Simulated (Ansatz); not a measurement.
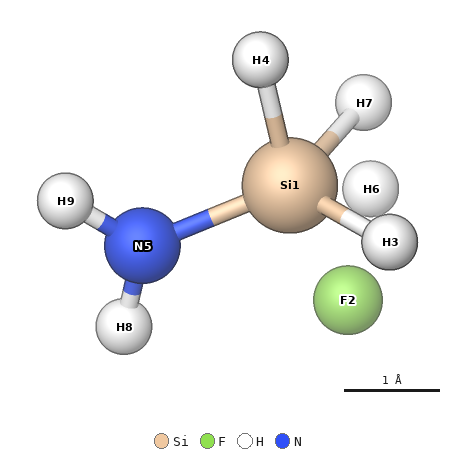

*The structure (ball-and-stick view, seen at a tilt; atoms are numbered from 1 in the order of the input).*

Bond lengths as drawn: H–N 1.00 Å, H–Si 1.48 to 1.70 Å and N–Si 1.69 Å.

**SiNH₆F: single-point calculation**

The run: single-point calculation of SiNH₆F. Method and program: RKS PBE0-D4/def2-TZVPP (Ansatz 0.2.0).

The geometry is a transition state. The reaction was set up to form Si1–H7 and F2–H6 and to break Si1–F2 and H6–H7 (atoms counted from 1 in the order of the input); sticks are drawn by distance alone. The geometry comes from this level: PBE0-D4/def2-TZVP.

The program's output
```
Functional definition: PBE0
  name "PBE0"
  cite "Adamo & Barone, J. Chem. Phys. 110, 6158 (1999) doi:10.1063/1.478522"
  cite "Perdew, Burke & Ernzerhof, Phys. Rev. Lett. 77, 3865 (1996) doi:10.1103/PhysRevLett.77.3865"
  parent pbe
  parameter a = 0.25
  parameter kappa = 0.804
  parameter beta = 0.06672455060314922
  exchange = (1 - a)*pbe_x(kappa = kappa, mu = beta*pi^2/3) + a*exact_x
  correlation = pbe_c(beta = beta)
956 factors; their error is unknown
mean field evaluation 1: about -12169.5723 eV, gradient 6.2e1 eV
mean field evaluation 2: about -12159.5774 eV, gradient 9.1e1 eV
mean field evaluation 4: about -12176.1797 eV, gradient 4.2e0 eV
mean field evaluation 8: about -12176.2076 eV, gradient 3.5e-2 eV
mean field evaluation 16: about -12176.2365 eV, gradient 5.3e-5 eV
mean field -12176.23648036 eV, -447.4684373036 hartree, gradient 5.3e-5 eV, S^2 0.000000; 0 other end points of the search recorded, 0 dependent functions left out
reference -12176.23650745 eV, -447.4684382992 hartree; 18, 18 occupied and 170, 170 virtual orbitals, 956 factors
Total energy: -12176.34194429 eV, -447.4723130316 hartree
```

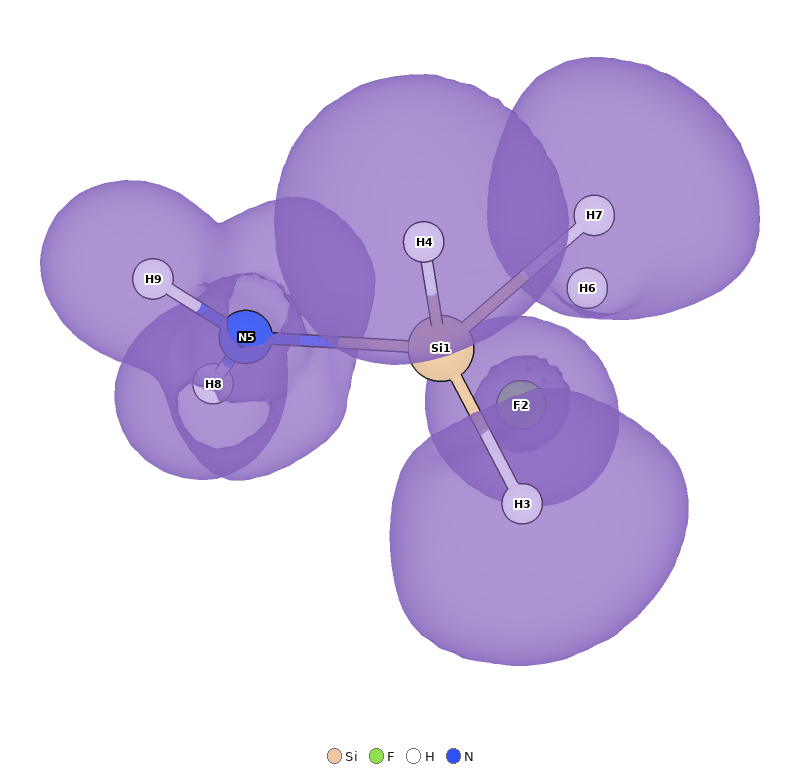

*Isosurface of the electron localisation function at 0.75 (purple), seen from the side. Core shells and regions of very low density are left out.*

Along the contacts the grid gives the following. Si1···F2 (1.97 Å): the ELF peaks at about 0.85 between the atoms.

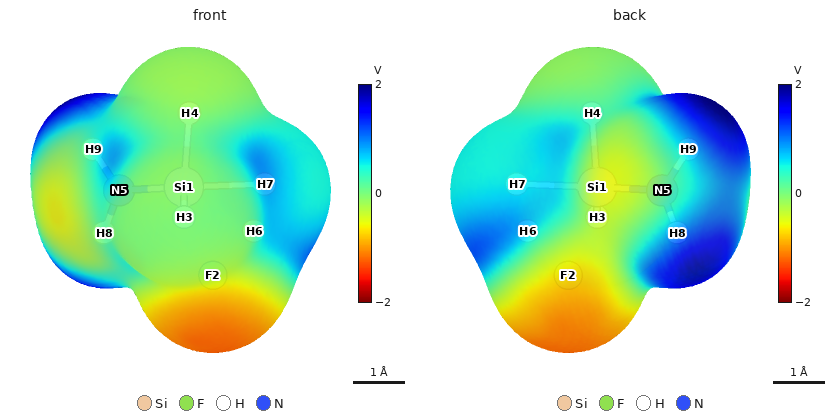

*The electrostatic potential painted on the density surface at 0.002 e/bohr³, seen at a tilt and from behind; red is negative and blue positive.*

A positive charge is drawn to the negative regions and a negative charge to the positive ones.

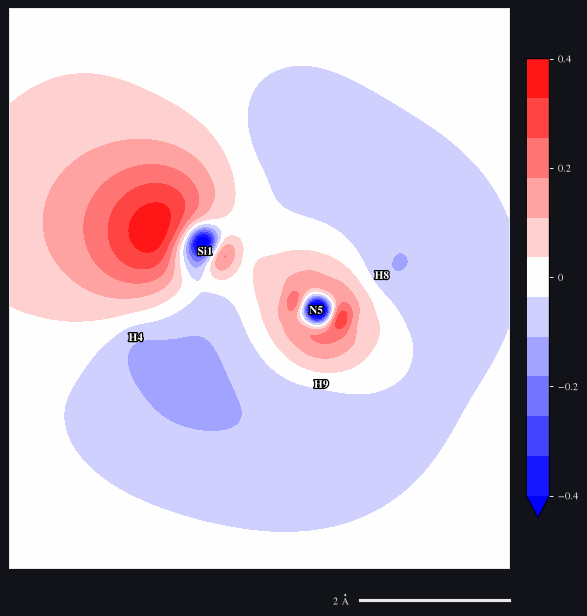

*The LUMO on the plane of atoms H4, Si1 and N5 (values in Å⁻³ᐟ²; the overall sign is arbitrary).*

It lies mainly on Si1 (40 %), H6 (10 %), H7 (10 %) and N5 (10 %). Its energy is 0.30 eV.

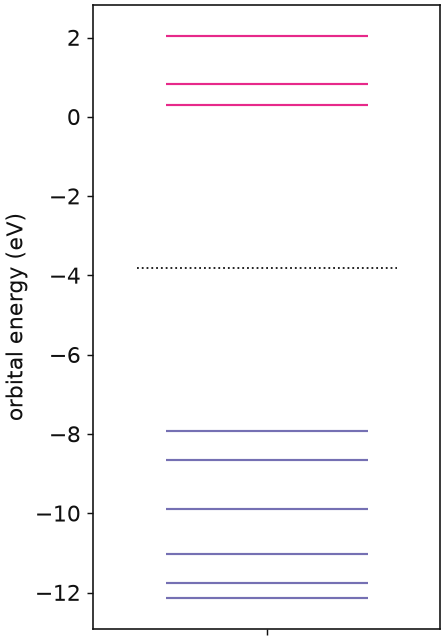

*Orbital energies near the frontier; the dotted line parts filled from empty levels, and levels within 0.02 eV of each other stand side by side.*

Highest filled −7.93 eV, lowest empty 0.30 eV, 8.23 eV apart.

This output came from the following input.

Input file
```yaml
crystal:
  periodic: [false, false, false]
  atoms:
    - {symbol: Si, position_ang: [0.424584, -0.071426, 0.318390]}
    - {symbol: F, position_ang: [0.101868, -0.914277, -1.437155]}
    - {symbol: H, position_ang: [1.154295, -1.299558, 0.690485]}
    - {symbol: H, position_ang: [0.928242, 0.986794, 1.248492]}
    - {symbol: N, position_ang: [-1.244279, 0.138803, 0.465578]}
    - {symbol: H, position_ang: [0.871395, 0.011938, -1.413663]}
    - {symbol: H, position_ang: [1.320894, 0.703571, -0.894687]}
    - {symbol: H, position_ang: [-1.918899, -0.339300, -0.104397]}
    - {symbol: H, position_ang: [-1.638098, 0.783454, 1.126959]}
basis:
  gaussian: {orbitals: def2-TZVPP}
hamiltonian: {xc: pbe0, dispersion: d4}
output: {orbitals: {seedname: orbitals}}
```

Launch command:
```bash
ansatz run in.yaml --threads 2 --pin off --events-out ev --progress --plain --max-ram 4352MiB
```

Key numbers

```json
{"quantity": "outcome", "value": "converged"}
{"quantity": "total energy", "value": "−12176.3419 eV"}
{"quantity": "mean-field energy", "value": "−12176.2365 eV"}
{"quantity": "dispersion energy", "value": "−0.1054 eV"}
{"quantity": "SCF solution under orbital rotations", "value": "stable"}
{"quantity": "HOMO", "value": "−7.93 eV"}
{"quantity": "LUMO", "value": "0.30 eV"}
{"quantity": "hardware", "value": "2 threads of Arm Neoverse V2, 23 GiB of memory available, shared host"}
{"quantity": "wall time", "value": "1.9 s (CPU time 3.8 s)"}
{"quantity": "peak memory", "value": "0.37 GiB"}
```
